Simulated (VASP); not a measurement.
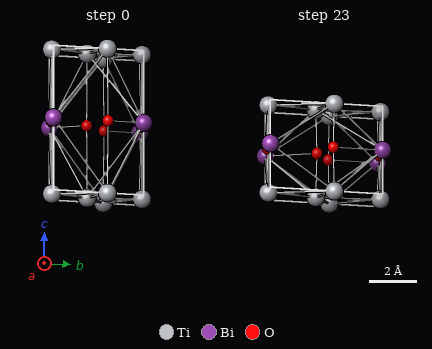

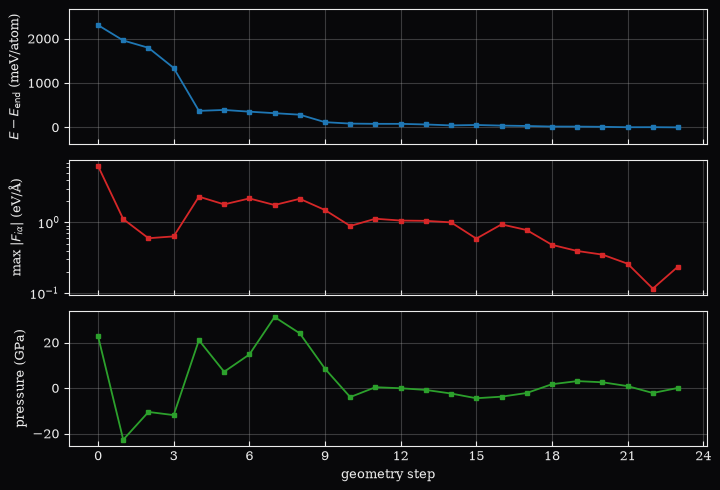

First and last geometry of a relaxation of crystalline Ti₃BiO₃ (a generated structure, set up in P-62m), with the history of the run. The picture is a ball-and-stick view of the cell of the calculation, seen from a free direction.

The run lets cell and atoms move.

All numbers below come from VASP 6.6.1, Kohn-Sham DFT of a periodic cell, PBE, VASP PAW PBE potentials, recommended.

Input
```
SYSTEM = Ti3BiO3
PREC = Normal
ENCUT = 520
EDIFF = 1E-4
ISMEAR = 0
SIGMA = 0.15
LREAL = .False.
LASPH = .True.
NELM = 60
ALGO = Fast
ISIF = 3
LWAVE = .False.
LCHARG = .False.
GGA = PE
IBRION = 2
NSW = 24
EDIFFG = -0.08
```

Launched with:
```bash
cat potpaw_PBE.64/Ti_sv/POTCAR potpaw_PBE.64/Bi_d/POTCAR potpaw_PBE.64/O/POTCAR > POTCAR
mpirun -np 1 vasp_std > vasp.out
```

> What do the curves and the structures tell?

The relaxation stopped without meeting its thresholds, so the last structure isn't shown to be converged. The largest moves relative to the cell, 0.25 Å, are those of O atoms. Largest moves by element: O 0.25 Å, Ti 0.17 Å. Bi stays in place. The drawn cell changes as follows: a = b 4.579 → 5.692 Å (+24.3 %), c 6.235 → 3.779 Å (−39.4 %); the volume changes by −6.3 %. Among the contacts that change: O–Ti 3.117 → 1.890 Å, Ti–Ti 3.181 → 4.243 Å, Bi–O 1.810 → 2.504 Å, Bi–Ti 3.618 → 3.094 Å. Bond angles that change, for instance: Bi–Ti–Bi 119.0° → 75.3°, Ti–Ti–Ti 82.2° → 92.9°, Ti–Ti–Ti 157.8° → 147.1°. The space group stays P-62m (No. 189). Over 23 geometry steps the energy falls by 2305 meV per atom. Largest force component: 6.3 eV/Å at the start, 0.24 eV/Å at the end. The pressure goes from 22.84 to 0.06 GPa. It ran on 1 thread of Intel(R) Xeon(R) Platinum 8488C (Sapphire Rapids) (shared host).

```json
{"step": "0", "E − E(0), meV/atom": "0.00", "largest force component, eV/Å": "6.2987", "pressure, GPa": "22.84", "volume, Å³/atom": "16.171"}
{"step": "1", "E − E(0), meV/atom": "-346.45", "largest force component, eV/Å": "1.1151", "pressure, GPa": "-22.70", "volume, Å³/atom": "21.694"}
{"step": "2", "E − E(0), meV/atom": "-511.51", "largest force component, eV/Å": "0.5980", "pressure, GPa": "-10.51", "volume, Å³/atom": "18.982"}
{"step": "3", "E − E(0), meV/atom": "-965.61", "largest force component, eV/Å": "0.6351", "pressure, GPa": "-11.90", "volume, Å³/atom": "16.786"}
{"step": "4", "E − E(0), meV/atom": "-1932.99", "largest force component, eV/Å": "2.3155", "pressure, GPa": "21.05", "volume, Å³/atom": "12.651"}
{"step": "5", "E − E(0), meV/atom": "-1912.52", "largest force component, eV/Å": "1.8017", "pressure, GPa": "7.15", "volume, Å³/atom": "13.369"}
{"step": "6", "E − E(0), meV/atom": "-1951.17", "largest force component, eV/Å": "2.1853", "pressure, GPa": "14.75", "volume, Å³/atom": "12.882"}
{"step": "7", "E − E(0), meV/atom": "-1985.13", "largest force component, eV/Å": "1.7652", "pressure, GPa": "31.23", "volume, Å³/atom": "12.826"}
{"step": "8", "E − E(0), meV/atom": "-2019.14", "largest force component, eV/Å": "2.1604", "pressure, GPa": "24.05", "volume, Å³/atom": "12.865"}
{"step": "9", "E − E(0), meV/atom": "-2187.84", "largest force component, eV/Å": "1.4976", "pressure, GPa": "8.49", "volume, Å³/atom": "14.255"}
{"step": "10", "E − E(0), meV/atom": "-2219.99", "largest force component, eV/Å": "0.8918", "pressure, GPa": "-3.97", "volume, Å³/atom": "15.854"}
{"step": "11", "E − E(0), meV/atom": "-2225.52", "largest force component, eV/Å": "1.1283", "pressure, GPa": "0.37", "volume, Å³/atom": "15.309"}
{"step": "12", "E − E(0), meV/atom": "-2225.72", "largest force component, eV/Å": "1.0640", "pressure, GPa": "-0.08", "volume, Å³/atom": "15.369"}
{"step": "13", "E − E(0), meV/atom": "-2239.69", "largest force component, eV/Å": "1.0543", "pressure, GPa": "-0.84", "volume, Å³/atom": "15.330"}
{"step": "14", "E − E(0), meV/atom": "-2260.57", "largest force component, eV/Å": "1.0021", "pressure, GPa": "-2.40", "volume, Å³/atom": "15.235"}
{"step": "15", "E − E(0), meV/atom": "-2251.37", "largest force component, eV/Å": "0.5908", "pressure, GPa": "-4.48", "volume, Å³/atom": "15.019"}
{"step": "16", "E − E(0), meV/atom": "-2265.21", "largest force component, eV/Å": "0.9385", "pressure, GPa": "-3.79", "volume, Å³/atom": "15.167"}
{"step": "17", "E − E(0), meV/atom": "-2273.58", "largest force component, eV/Å": "0.7810", "pressure, GPa": "-2.17", "volume, Å³/atom": "15.040"}
{"step": "18", "E − E(0), meV/atom": "-2286.44", "largest force component, eV/Å": "0.4821", "pressure, GPa": "1.69", "volume, Å³/atom": "14.685"}
{"step": "19", "E − E(0), meV/atom": "-2287.54", "largest force component, eV/Å": "0.3948", "pressure, GPa": "3.05", "volume, Å³/atom": "14.563"}
{"step": "20", "E − E(0), meV/atom": "-2292.35", "largest force component, eV/Å": "0.3509", "pressure, GPa": "2.54", "volume, Å³/atom": "14.656"}
{"step": "21", "E − E(0), meV/atom": "-2301.84", "largest force component, eV/Å": "0.2608", "pressure, GPa": "0.85", "volume, Å³/atom": "14.934"}
{"step": "22", "E − E(0), meV/atom": "-2300.80", "largest force component, eV/Å": "0.1158", "pressure, GPa": "-2.18", "volume, Å³/atom": "15.494"}
{"step": "23", "E − E(0), meV/atom": "-2304.71", "largest force component, eV/Å": "0.2377", "pressure, GPa": "0.06", "volume, Å³/atom": "15.151"}
```

Limits of the set-up: an element that often carries a moment was run without spin polarisation.
